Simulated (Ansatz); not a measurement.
**Computed against measured: atomisation enthalpy at 298 K**

10 molecules holding an element past argon; the atomisation enthalpy at 298 K in kJ/mol, computed less measured. Shapes, held fixed at every level: PBE0-D4/def2-TZVP. Thermal terms are harmonic and unscaled (PBE0-D4/def2-TZVP); the spin-orbit lowering of the free atoms is taken from their spectra. Programs: Ansatz 0.2.0. Measured values: Active Thermochemical Tables, CRC Handbook of Chemistry and Physics, NIST-JANAF tables.

Levels: A = r2SCAN0-D4/def2-TZVPP; B = MP2/def2-SVP; C = MP2/def2-TZVPP.

```
                            molecule  from tabulated heats    A     B     C
              HBr (hydrogen bromide)                   366   -8   -30    -8
            IBr (iodine monobromide)                   178  -25   -57   -14
             BBr2F (SMILES FB(Br)Br)                  1388  -14    +8   +44
               BI3 (boron triiodide)                   819  +36   +23  +100
            SiBr4 (tetrabromosilane)                  1313   -5   -86   +33
CBrCl2F (bromodichlorofluoromethane)                  1391  -47   -64   +30
        CBrClF2 (SMILES FC(F)(Cl)Br)                  1551  -52   -41   +38
                      GeH4 (germane)                  1153  +13   -76   -25
                C2H3I (vinyl iodide)                  2064  -38   -94   -18
                C2H5Br (bromoethane)                  2699  -21  -117   -36
```

Q: Sum up the errors.

A: 
```tsv
level	kind	mean error	mean absolute error	worst case
r2SCAN0-D4/def2-TZVPP	global hybrid	-16.1	25.9	CBrClF2
MP2/def2-SVP	perturbation theory	-53.4	59.6	C2H5Br
MP2/def2-TZVPP	perturbation theory	+14.4	34.6	BI3
```

On this set r2SCAN0-D4/def2-TZVPP has the smallest mean absolute error and MP2/def2-SVP the largest. r2SCAN0-D4/def2-TZVPP is too low in 8 of 10; MP2/def2-SVP is too low in 8 of 10. The heats of SiBr4 come from older tables and can be uncertain by 10 kJ/mol or more. The molecules' own spin-orbit binding is left out, so errors for heavy halides read too negative. Heats of the atoms come from ATcT where it has them, that of boron, 570 kJ/mol, from recent work. The levels differ in basis as well as in method. The tabulated values of BBr2F, BI3 are in doubt (older tables, estimates, or at odds with other calculations) and kept here. Over the 8 molecules whose values aren't doubted the mean absolute errors are A 26.1; B 70.6; C 25.2. Correlated wave functions converge slowly with the basis. For atoms past krypton def2 sets carry core potentials with scalar relativity. Relativity is left out for Br, Ge. Outer-core shells of Br, Ge, I are correlated, in sets that cover them unevenly. The set is small.

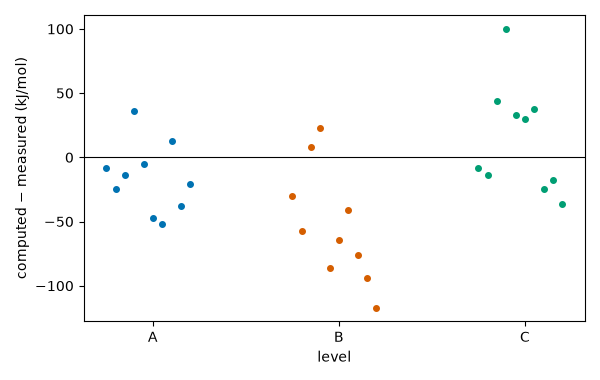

Errors of each level, one point a molecule.
